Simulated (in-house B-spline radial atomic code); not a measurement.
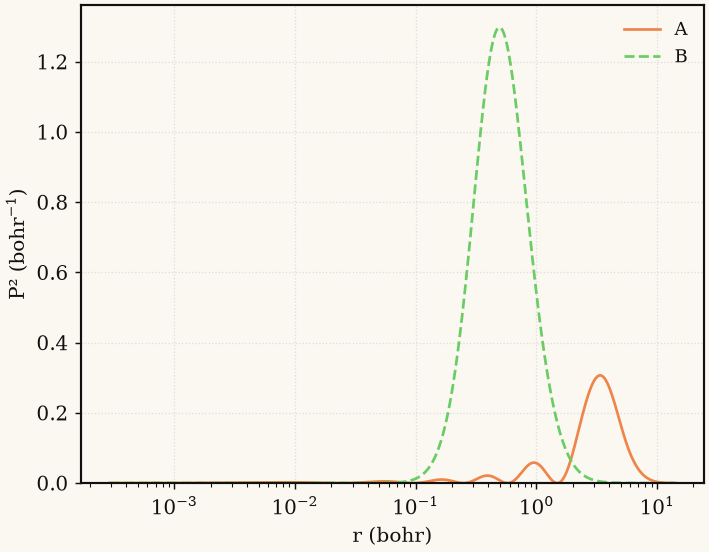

System: atomic thulium (Tm), configuration [Xe] 4f13 6s2 (high spin). The calculation used an in-house B-spline radial code at this level: scalar-relativistic (spin-free one-electron X2C) OLYP, spin-polarised, spherical fractional occupations, Fermi nucleus, basis-set limit. Radial functions and radii carry no picture-change correction.

The plot shows the radial probability densities P² of 4f up and 6s up.

**Which curve belongs to which orbital?**

A is 6s up; B is 4f up. 4f up: outer maximum at 0.495 bohr, ⟨r⟩ = 0.799 bohr, 0 nodes, eigenvalue −3.74 eV; 6s up: outer maximum at 3.38 bohr, ⟨r⟩ = 4.05 bohr, 5 nodes, eigenvalue −3.55 eV.
